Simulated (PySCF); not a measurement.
## Excited-state calculation of C2H6BrOPSi

The run: excited-state calculation of C2H6BrOPSi. Method and program: TDDFT B3LYP/def2-SVPD, vertical, gas phase, core orbitals frozen in the response (PySCF 2.14.0).

The geometry comes from this level: PBE0-D3(BJ)/def2-SVP.

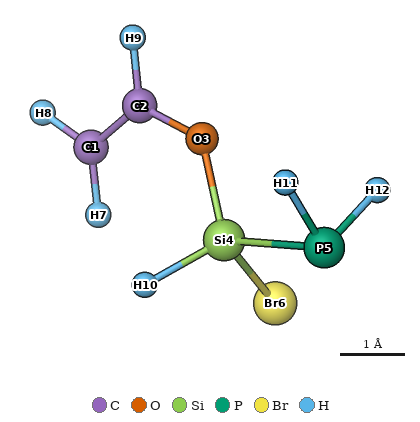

The structure as given in the input (ball-and-stick view, seen at a tilt; atoms are numbered from 1 in the order of the input).

**Results in brief**

| quantity | value |
| --- | --- |
| outcome | converged |
| total energy | −3359.567855 hartree |
| HOMO | −7.02 eV |
| LUMO | −0.65 eV |
| dipole moment | 1.38 D |
| mean polarisability | 103.73 a.u. |
| lowest excitation | 5.63 eV |
| hardware | 1 CPU thread, shared host |
| wall time | 42 s |
| peak memory | 0.95 GiB |

**Notes**

Spin–orbit coupling is left out, which matters for the heavy atoms.

**Input file**
```
{"job": {"kind": "uv", "xc": "B3LYP", "basis": "def2-SVPD", "dynamic": true, "nstates": 6, "ntriplets": 0}, "charge": 0, "multiplicity": 1}
C     -2.540236    -0.720702    -0.337786
C     -1.487373     0.077935    -0.158554
O     -0.184531    -0.292209    -0.121039
Si     0.468624    -1.823913     0.014313
P      2.683336    -1.664921     0.306344
Br     0.131493    -2.988019    -1.853526
H     -2.446411    -1.797073    -0.502696
H     -3.540899    -0.287192    -0.343003
H     -1.597347     1.159041    -0.023999
H     -0.212554    -2.548184     1.120913
H      2.543916    -0.585678     1.234135
H      2.812561    -0.801776    -0.823907
```

The first line tells a small driver script what to run in PySCF; the rest is the geometry in Å.

Run as:
```bash
OMP_NUM_THREADS=1 python <driver script> task.json out
```

**Log**
```
coarse grid: 50528 points
cycle   1  E = -3359.4807776348  dE = -5.177e-01  |g| = 6.555e-01  |ddm| = 4.876e+00
cycle   2  E = -3359.3399272026  dE =  1.409e-01  |g| = 1.072e+00  |ddm| = 1.972e+00
cycle   3  E = -3359.5626847409  dE = -2.228e-01  |g| = 1.473e-01  |ddm| = 1.203e+00
cycle   4  E = -3359.5665181724  dE = -3.833e-03  |g| = 7.142e-02  |ddm| = 2.471e-01
cycle   5  E = -3359.5678475305  dE = -1.329e-03  |g| = 1.463e-02  |ddm| = 9.020e-02
cycle   6  E = -3359.5678971105  dE = -4.958e-05  |g| = 5.631e-03  |ddm| = 2.531e-02
cycle   7  E = -3359.5679047022  dE = -7.592e-06  |g| = 7.472e-04  |ddm| = 7.747e-03
final grid: 102784 points
cycle   8  E = -3359.5678541977  dE =  3.725e-09  |g| = 9.815e-04  |ddm| = 1.111e-02
cycle   9  E = -3359.5678539036  dE =  2.940e-07  |g| = 1.399e-03  |ddm| = 4.148e-03
cycle  10  E = -3359.5678545070  dE = -6.034e-07  |g| = 1.045e-04  |ddm| = 2.335e-03
cycle  11  E = -3359.5678545096  dE = -2.627e-09  |g| = 2.247e-05  |ddm| = 1.555e-04
cycle  12  E = -3359.5678545097  dE = -9.095e-11  |g| = 7.895e-06  |ddm| = 3.662e-05
```

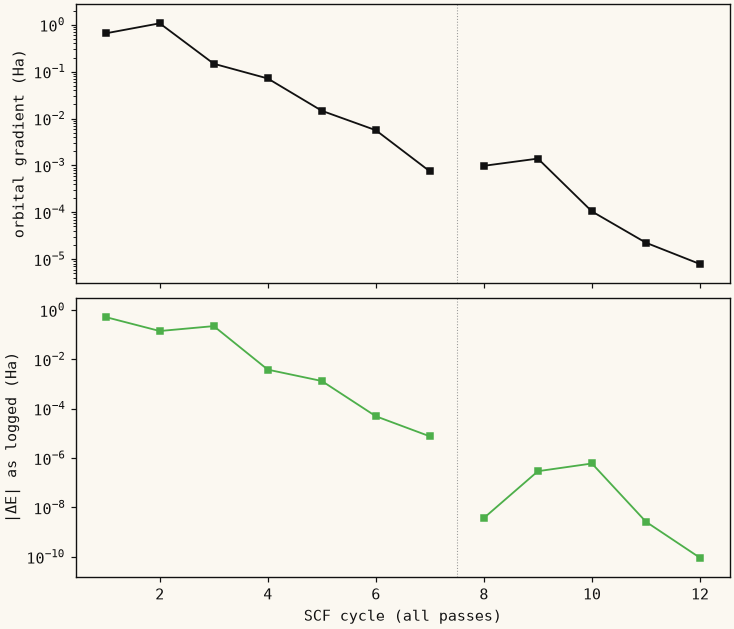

Convergence of the self-consistent field: orbital gradient and size of the energy change against the SCF cycle. The dotted line marks the change from a coarse to the final integration grid. The first 7 cycles use a coarse grid, the final grid takes over at cycle 8, and the field converges after 12 cycles in all.

```
converged SCF energy = -3359.5678545097

Static polarisability (au): isotropic 103.729, principal 82.540 102.685 125.962

Singlet excitations
state   eV       nm        f      main configurations
  1   5.6348    220.0   0.02056   H->L 0.97
  2   6.0727    204.2   0.00866   H->L+1 0.65, H-1->L 0.21
  3   6.1330    202.2   0.03300   H-1->L 0.72, H->L+1 0.19
  4   6.2744    197.6   0.01344   H->L+2 0.60, H->L+4 0.33
  5   6.4291    192.8   0.00388   H->L+3 0.64, H->L+2 0.15, H->L+4 0.10
  6   6.6358    186.8   0.00823   H-2->L 0.93
```

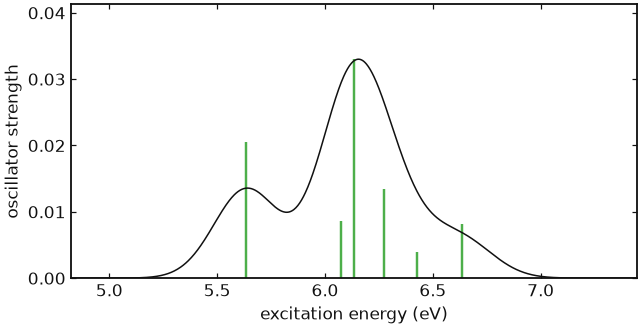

Computed excitations as sticks (degenerate states added up, dark ones marked on the axis), with a Gaussian envelope of 0.35 eV full width at half maximum, scaled to the tallest. Of the 6 states the lowest lies at 5.63 eV (f = 0.021); the strongest line is at 6.13 eV, or 202 nm (f = 0.033).

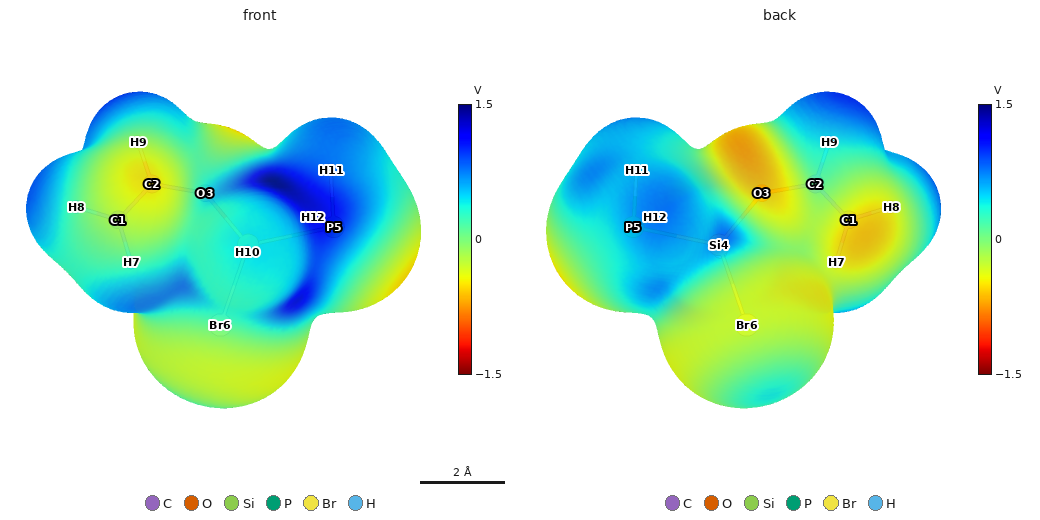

The molecular electrostatic potential painted on the density surface at 0.002 e/bohr³, seen at a tilt and from behind; red is negative and blue positive. A positive charge is drawn to the negative regions and a negative charge to the positive ones. Its dipole moment is 1.38 D.

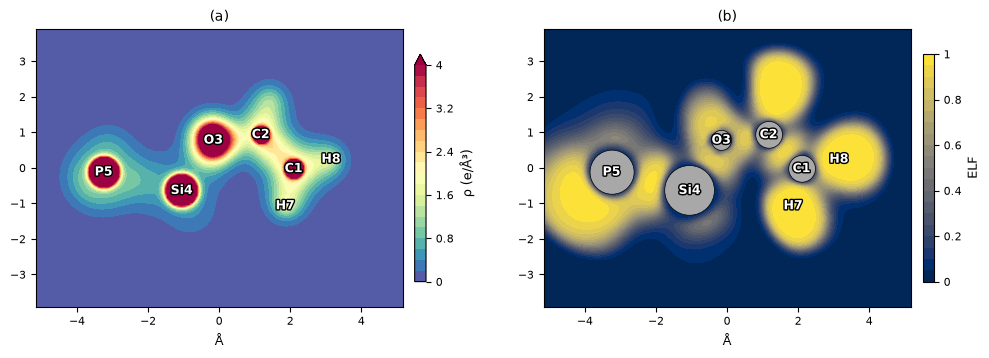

(a) electron density; (b) electron localisation function on the plane of atoms O3, Si4 and P5. Grey discs, where drawn, cover atomic cores. C–C (1.33 Å): ρ at the midpoint is about 2.3 e/Å³; the ELF peaks at about 0.95 between the atoms (a double or triple bond). Si–P (2.24 Å): ρ is about 0.77 e/Å³ halfway; the ELF peaks at about 0.95 between the atoms, which marks localised, shared-pair bonding.
